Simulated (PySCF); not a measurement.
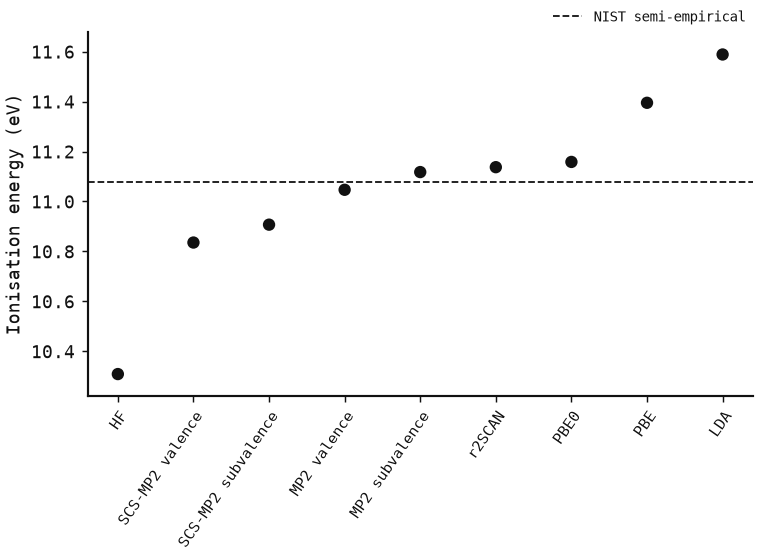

The ionisation energy of an atom or ion with 61 electrons in the configuration [Xe] 4f⁶ 6s by several methods. PySCF, ANO-RCC-VTZP, spin-free X2C-1e, unrestricted single determinants, no spin-orbit coupling. Methods marked “valence” freeze 46 core electrons; methods marked “subvalence” freeze 28 core electrons.

### Name the element and charge.

Sm II (Sm⁺). The values run from 10.31 eV (HF) to 11.59 eV (LDA). The NIST semi-empirical value is 11.08 ± 0.02 eV; nearest to it come MP2 valence (−0.03) and MP2 subvalence (+0.04), furthest HF (−0.77 eV). These values lack spin-orbit coupling; with the first-order correction of −0.012 eV added, MP2 subvalence comes nearest (+0.03).
